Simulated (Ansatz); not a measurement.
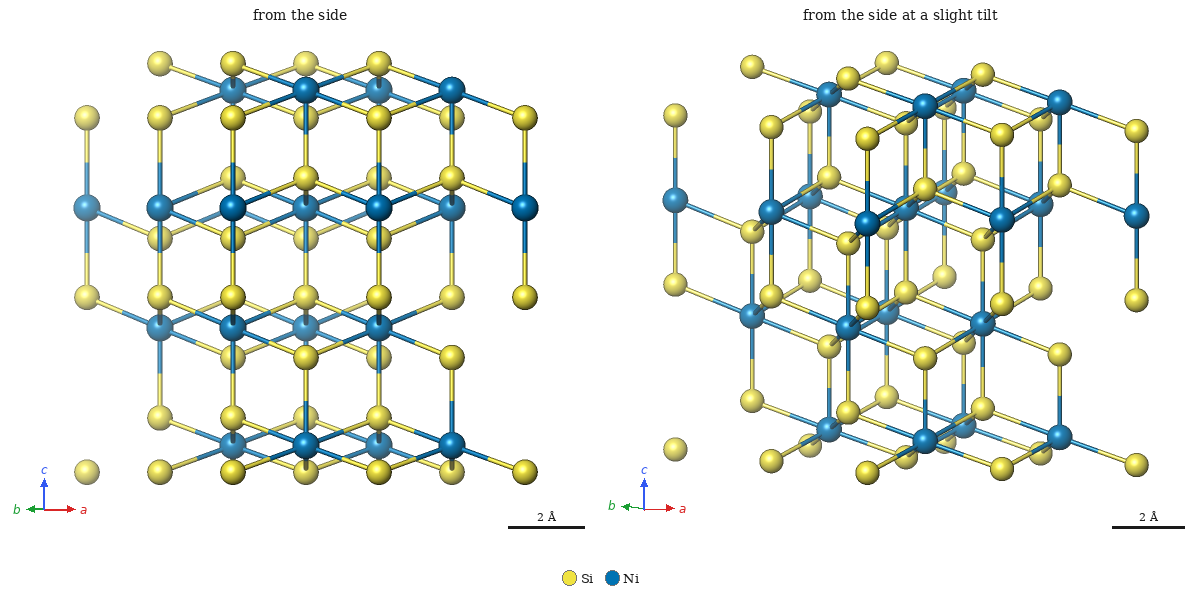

A ball-and-stick picture of a periodic slab, seen from the side and from the side at a slight tilt. The surface normal points up in side views; the vacuum is left out. 2×2 cells are drawn in the plane, with atoms at the edges repeated.

The cell holds 8 Si, 4 Ni. The slab was cut from bulk Si2Ni (Fm-3m).

> Name the terminations.

The top face ends in Si, the bottom face in Si. The two faces are alike.

> Give the thickness from the bottom atom to the top atom.

About 11 Å from the lowest to the highest atom.

> Name the atomic layers in order from the top face down.

Twelve planes: Si / Ni / Si / Si / Ni / Si / Si / Ni / Si / Si / Ni / Si.

> Which (hkl) is this?

(1 1 1).

Computational set-up: DFT PBE, scalar-relativistic, plane waves, PAW (Ansatz), plane-wave cutoff 420 eV, k-points on a 9×9×1 grid, Gaussian smearing of 0.1 eV, no spin polarisation (a spin-restricted run, not always the ground state).

> Work functions?

4.55 eV on both faces.

Origin of the cell: a structure listed in the Materials Project, from which a slab was cut. The atoms were relaxed in a fixed cell with Ansatz 0.2.0, DFT PBE, scalar-relativistic, plane waves, PAW.
